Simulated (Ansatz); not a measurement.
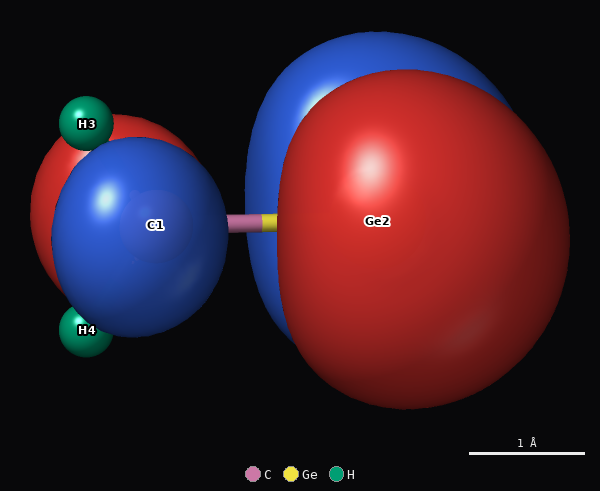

The picture shows: CH2Ge (SMILES [CH2]=[Ge]) (triplet). One frontier orbital at ±0.1 Å⁻³ᐟ² (red and blue are the two phases), seen at a tilt.

Geometry: PBE0-D3(BJ)/def2-SVP.

Method: isolated molecule in a Gaussian basis; Kohn-Sham density functional theory, functional PBE0 in Ansatz 0.2.0.

Which orbital is it: HOMO (α) or LUMO (α)?

The LUMO (α), at −2.10 eV. It lies mainly on Ge2 (about 80 %) and C1 (about 15 %); it changes sign across the molecular plane (π type).
